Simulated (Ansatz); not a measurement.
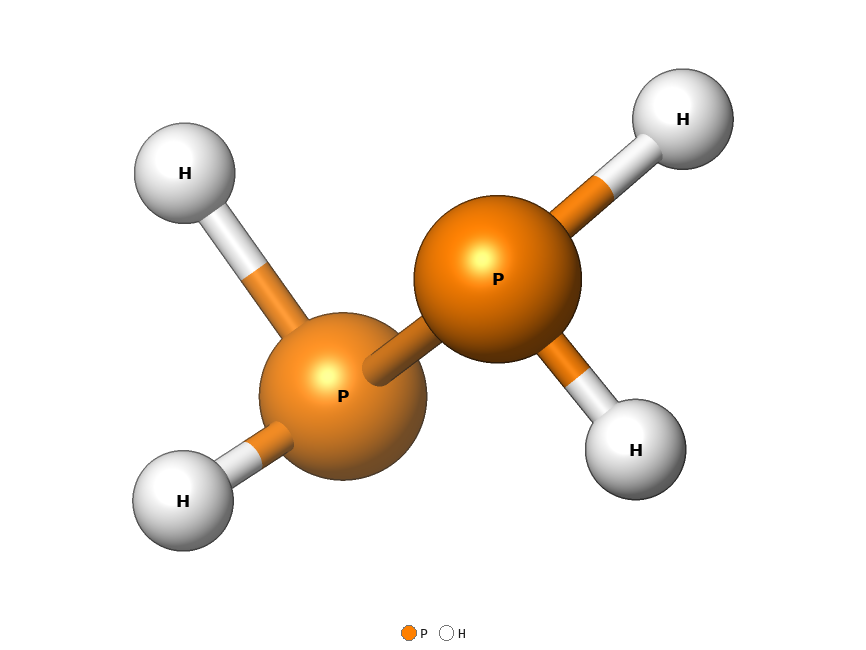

Geometry: atoms displaced at random (about 0.09 Å) from a stationary point of PBE0-D4. Program: Ansatz 0.2.0.

Compare dipole (D) at these levels: PBE-D4/def2-TZVPP; PBE0-D4/def2-TZVPP; RHF-CCSD(T) (frozen core)/def2-TZVPP; r2SCAN-D4/def2-TZVPP; ωB97M-V/def2-TZVPP.

| level | dipole (D) |
| --- | --- |
| PBE-D4/def2-TZVPP | 0.41 |
| PBE0-D4/def2-TZVPP | 0.42 |
| RHF-CCSD(T) (frozen core)/def2-TZVPP | 0.44 |
| r2SCAN-D4/def2-TZVPP | 0.42 |
| ωB97M-V/def2-TZVPP | 0.49 |
